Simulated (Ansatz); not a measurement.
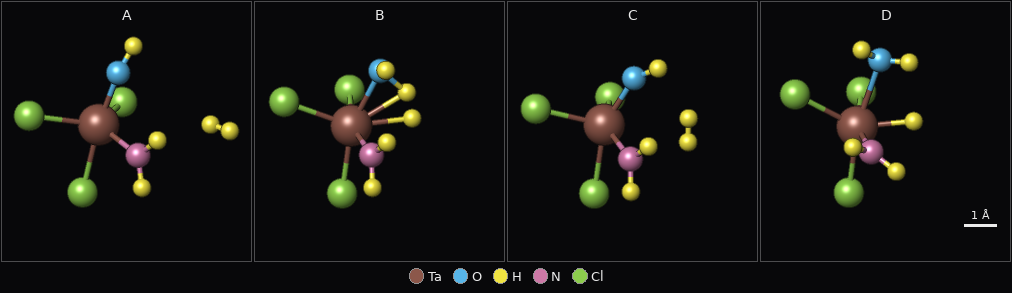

4 geometries from a converged minimum-energy path of TaNH5OCl3, made up at the start of TaNH3OCl3 and H2, shuffled. Style: ball-and-stick. Shown at a tilt.

These are results of RKS PBE-D4/def2-SVP (Ansatz), not measurements. Run with 7 movable images; climbing image; force threshold 0.05 eV/Å; iteration limit 60; starting path through a guess of the saddle point.

Which frame is the transition state?

Answer. B. In order along the path, whose images run from 0 to 8: A (image 0, 0.00 eV), C (image 3, +0.23 eV), B (image 5, +1.45 eV), D (image 7, +0.89 eV). Breaking: H–H (0.77 → 2.26 Å). Forming: H–O (3.89 → 0.98 Å), H–Ta (4.20 → 1.77 Å).

Limits of the set-up: the start holds two separate molecules, 3.0 Å apart at their closest, whose relative position is a soft coordinate.
